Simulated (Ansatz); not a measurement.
**ClF₄H₃NTa: density, localisation and related maps**

```
atom    x (Å)    y (Å)    z (Å)
  Ta   0.0514  -0.5888   0.1642
   F   2.1517   0.4930   0.3509
   F  -0.2754  -0.2781   2.0094
   F   0.4167  -0.9906  -1.6560
   F  -0.3789   1.1989  -0.2646
   N  -1.6009  -1.6213   0.0530
   H  -2.2491  -1.7581   0.8362
   H  -1.9401  -2.0766  -0.8014
  Cl   1.7710  -2.2006   0.8020
   H   2.5702  -0.3545   0.5942
```

Core potentials replace the inner electrons of Ta.

The calculation used RKS PBE-D4/def2-SVP in Ansatz.

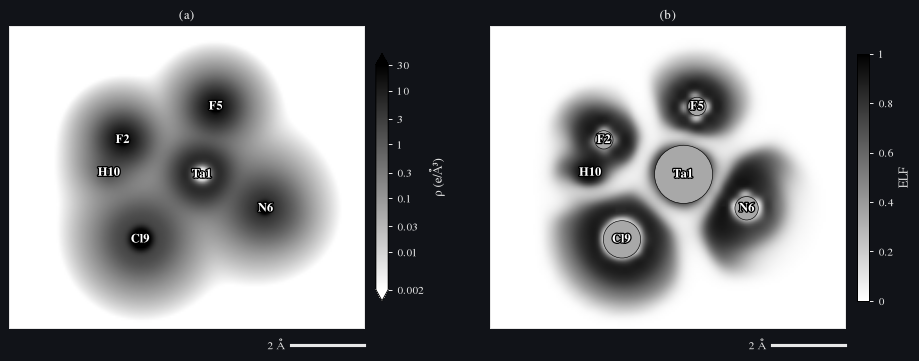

Figure 1. (a) electron density; (b) ELF on the plane of atoms F2, Ta1 and N6. Grey discs cover the atomic cores in the ELF map.

> What does the map show?

- The plane passes through Ta, F, N, Cl and H nuclei.
- Ta–F (1.89 Å): the density is about 0.99 e/Å³ at the midpoint; the ELF peaks at about 0.85 in the valence shell of F, 0.5 Å from its nucleus, and drops to about 0.25 between the two atoms.
- Ta–N (1.95 Å): ρ is about 1 e/Å³ halfway; the ELF peaks at about 0.85 in the valence shell of N, 0.6 Å from its nucleus, and is about 0.35 at the midpoint.
- Ta–Cl (2.44 Å): ρ at the midpoint is about 0.51 e/Å³; the ELF peaks at about 0.85 in the valence shell of Cl, 0.8 Å from its nucleus, and is about 0.35 at the midpoint.
- F–H (0.98 Å): ρ is about 4.2 e/Å³ halfway; the ELF climbs to about 0.95 towards the hydrogen, as it does in any bond to H: a covalent bond by its length.

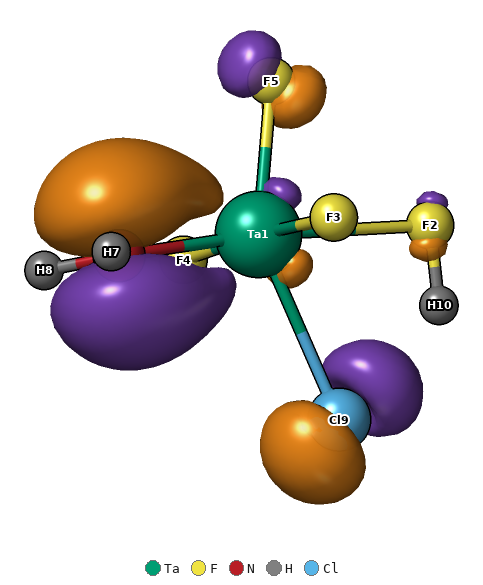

Figure 2. The HOMO at ±0.15 Å⁻³ᐟ² (orange and purple are the two phases), seen at a tilt.

> What is the character of this orbital?

Its weight (Hirshfeld) is mainly on N6 (about 55 %), Cl9 (about 15 %) and Ta1 (about 10 %). Its energy is −7.52 eV.
